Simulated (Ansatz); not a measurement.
# CH9BN2Si: the cost of one run

Program: Ansatz 0.2.0. Level of theory: RKS PBE-D4/def2-SVP. These are calculated values, not measurements.

### Step 1. The structure to begin with

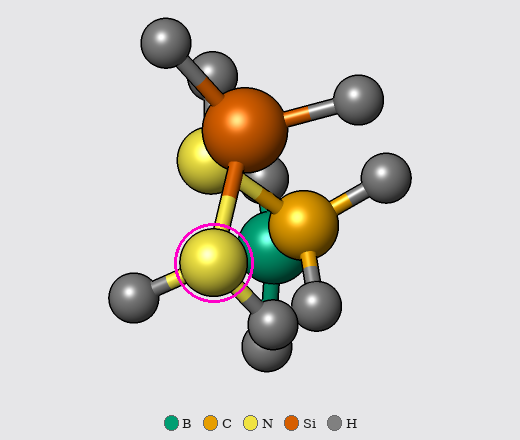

Start, viewed from a free direction; boron teal, carbon amber, nitrogen yellow, silicon orange, hydrogen grey. Ringed: N5.

Structure file:

```xyz
14

B    -0.0970    1.2824    2.0978
C     0.1937    0.8379    0.6098
N     0.1160   -0.6191    0.5319
Si    0.4950   -1.1568   -1.1506
N    -1.0430   -0.8748   -2.1471
H     0.5379    1.0137    2.9903
H    -1.0519    2.0275    2.2839
H    -0.5189    1.3036   -0.0794
H     1.2137    1.2318    0.3816
H     0.9525   -0.9982    1.1257
H     1.5552   -0.4508   -1.7100
H     0.7282   -2.6012   -1.1284
H    -1.9051   -1.2044   -1.5967
H    -1.1893    0.1793   -2.1798
```

### Step 2. End point A

File input.yaml:

```yaml
crystal:
  periodic: [false, false, false]
  atoms:
    - { symbol: B, position_ang: [-0.097, 1.2824, 2.0978] }
    - { symbol: C, position_ang: [0.1937, 0.8379, 0.6098] }
    - { symbol: "N", position_ang: [0.116, -0.6191, 0.5319] }
    - { symbol: Si, position_ang: [0.495, -1.1568, -1.1506] }
    - { symbol: "N", position_ang: [-1.043, -0.8748, -2.1471] }
    - { symbol: H, position_ang: [0.5379, 1.0137, 2.9903] }
    - { symbol: H, position_ang: [-1.0519, 2.0275, 2.2839] }
    - { symbol: H, position_ang: [-0.5189, 1.3036, -0.0794] }
    - { symbol: H, position_ang: [1.2137, 1.2318, 0.3816] }
    - { symbol: H, position_ang: [0.9525, -0.9982, 1.1257] }
    - { symbol: H, position_ang: [1.5552, -0.4508, -1.71] }
    - { symbol: H, position_ang: [0.7282, -2.6012, -1.1284] }
    - { symbol: H, position_ang: [-1.9051, -1.2044, -1.5967] }
    - { symbol: H, position_ang: [-1.1893, 0.1793, -2.1798] }
basis:
  gaussian: { orbitals: def2-SVP }
hamiltonian:
  xc: pbe
  dispersion: d4
relax:
  f_tol: 0.015
  max_steps: 40
```

The run is started by

```sh
ansatz run input.yaml --threads 2 --pin off --max-ram 3072MiB --backend cpu --events-out ev --progress --plain --runs-dir out
```

Q: Estimate wall time and peak memory on 2 threads of Arm Neoverse V1, shared host.

About 67 s, with a peak of 0.16 GiB.
